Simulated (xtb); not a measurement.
Geometry relaxation of CuAsH₄O (charge −1) (part 5 of 5)

CuAsH₄O (Cu(AsH3)(OH)), charge −1, multiplicity 2; GFN2-xTB (xtb 6.7.1). The geometry comes from this level: GFN2-xTB.

Geometry of the input (Å):
```
Cu -0.0314  0.0559  -1.0663
As -0.0677  0.0845  1.1747
H  1.1661  -0.0234  1.9934
H  -0.7910  -0.9195  1.9952
H  -0.5879  1.2266  1.9609
O  -0.0585  0.1530  -2.8074
H  0.3704  -0.5771  -3.2505
```

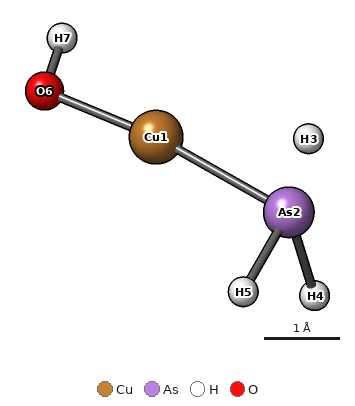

Figure 1. The geometry at step 21 of the log (ball-and-stick view, seen at a tilt; atoms are numbered from 1 in the order of the input).

Trajectory as extended XYZ, continued
```
7
Properties=species:S:1:pos:R:3 step=16 energy=-340.84443
Cu    0.0200   -0.0646   -0.8879
As   -0.0299   -0.2730    1.3484
H     1.7927    0.5043    1.7787
H    -1.4929   -0.8970    1.6885
H    -0.5488    1.0336    1.8194
O    -0.0192    0.2458   -2.6475
H     0.2781   -0.5492   -3.0994
7
Properties=species:S:1:pos:R:3 step=17 energy=-340.84583
Cu    0.0289   -0.0694   -0.8877
As   -0.0289   -0.2765    1.3524
H     1.7993    0.4949    1.8104
H    -1.4875   -0.8932    1.6861
H    -0.5545    1.0402    1.7953
O    -0.0344    0.2425   -2.6484
H     0.2772   -0.5384   -3.1081
7
Properties=species:S:1:pos:R:3 step=18 energy=-340.84723
Cu    0.0280   -0.0797   -0.8892
As   -0.0246   -0.2818    1.3555
H     1.8075    0.4974    1.8538
H    -1.4839   -0.8907    1.6739
H    -0.5566    1.0417    1.7749
O    -0.0350    0.2491   -2.6505
H     0.2646   -0.5359   -3.1182
7
Properties=species:S:1:pos:R:3 step=19 energy=-340.84909
Cu    0.0350   -0.0780   -0.8948
As   -0.0236   -0.2814    1.3513
H     1.8082    0.5004    1.8883
H    -1.4817   -0.8891    1.6577
H    -0.5527    1.0401    1.7776
O    -0.0466    0.2440   -2.6557
H     0.2614   -0.5360   -3.1245
7
Properties=species:S:1:pos:R:3 step=20 energy=-340.85102
Cu    0.0554   -0.0593   -0.9117
As   -0.0085   -0.2694    1.3324
H     1.7979    0.5053    2.0053
H    -1.4633   -0.8842    1.5847
H    -0.5452    1.0319    1.8023
O    -0.0798    0.2278   -2.6766
H     0.2435   -0.5522   -3.1363
7
Properties=species:S:1:pos:R:3 step=21 energy=-340.85076
Cu    0.0519   -0.0456   -0.9024
As   -0.0101   -0.2662    1.3428
H     1.8133    0.4953    1.9843
H    -1.4604   -0.8905    1.5744
H    -0.5647    1.0351    1.7934
O    -0.0718    0.2298   -2.6701
H     0.2418   -0.5579   -3.1224
7
Properties=species:S:1:pos:R:3 step=22 energy=-340.85161
Cu    0.0546   -0.0438   -0.9049
As   -0.0157   -0.2738    1.3354
H     1.8070    0.5050    1.9815
H    -1.4660   -0.8884    1.5813
H    -0.5534    1.0293    1.8013
O    -0.0664    0.2318   -2.6723
H     0.2398   -0.5601   -3.1222
7
Properties=species:S:1:pos:R:3 step=23 energy=-340.85140
Cu    0.0515   -0.0532   -0.9109
As   -0.0158   -0.2656    1.3291
H     1.8012    0.5012    1.9834
H    -1.4584   -0.8886    1.5921
H    -0.5578    1.0304    1.8091
O    -0.0550    0.2370   -2.6760
H     0.2343   -0.5612   -3.1267
7
Properties=species:S:1:pos:R:3 step=24 energy=-340.85181
Cu    0.0529   -0.0463   -0.9076
As   -0.0160   -0.2712    1.3341
H     1.8038    0.5046    1.9785
H    -1.4626   -0.8891    1.5854
H    -0.5562    1.0286    1.8058
O    -0.0545    0.2369   -2.6739
H     0.2326   -0.5635   -3.1222
7
Properties=species:S:1:pos:R:3 step=25 energy=-340.85183
Cu    0.0579   -0.0407   -0.9069
As   -0.0177   -0.2708    1.3332
H     1.8048    0.5036    1.9766
H    -1.4629   -0.8920    1.5859
H    -0.5585    1.0288    1.8049
O    -0.0516    0.2376   -2.6736
H     0.2281   -0.5665   -3.1201
```

Results in brief

```tsv
quantity	value
outcome	converged
electrons treated	27
total energy	−12.526074 hartree
dispersion energy	−0.005232 hartree
basis functions	28
hardware	1 thread of Arm Neoverse V1, 24 GiB of memory available, shared host
peak memory	0.072 GiB
```
